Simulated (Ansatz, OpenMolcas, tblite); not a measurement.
## How methods differ on C2H4AlFO (SMILES C=C[O][AlH][F])

The species is C2H4AlFO (9 atoms), meant as a singlet with charge 0. As SMILES, `C=C[O][AlH][F]`. The shape is that of a PBE0-D4/def2-TZVP optimisation. This is one conformer, not always the lowest.

```xyz
9

C    -1.5620   -0.3601    1.1039
C    -0.7280   -0.3129    0.0755
O     0.4903    0.2565    0.1396
Al    1.8008    0.5193   -0.8848
F     3.0876    1.3016   -0.2350
H    -1.2977    0.0653    2.0641
H    -2.5277   -0.8322    0.9885
H    -0.9990   -0.7431   -0.8888
H     1.8243    0.0592   -2.3803
```

Quantity: the HOMO–LUMO gap, in eV. The values are calculated.

```csv
level,kind,program,value (eV)
GFN1-xTB,semi-empirical,tblite,4.12
HF/def2-SVP,Hartree–Fock,Ansatz,11.66
SVWN5/def2-SVP,LDA,Ansatz,4.27
revPBE/def2-SVP,GGA,OpenMolcas,4.34
TPSS/def2-SVP,meta-GGA,OpenMolcas,4.53
B3LYP/def2-SVP,global hybrid,OpenMolcas,5.79
PBE0/def2-SVP,global hybrid,Ansatz,6.29
wB97X/def2-SVP,range-separated hybrid,Ansatz,10.66
B2PLYP/def2-SVP,double hybrid,Ansatz,8.25
```

The values span 4.12 to 11.66 eV. Orbital gaps aren't excitation energies, and those of double hybrids come from the SCF part alone; they tend to grow with the share of exact exchange.

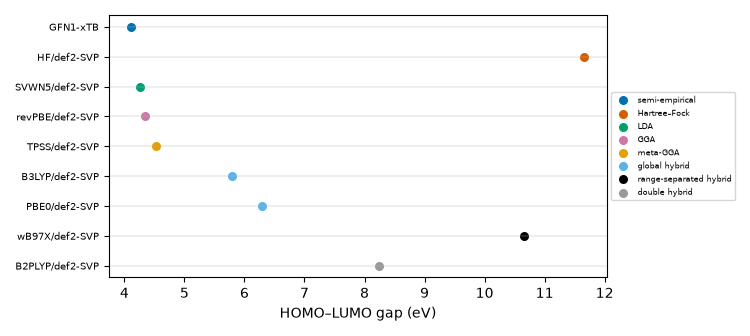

The values of the table, level by level.
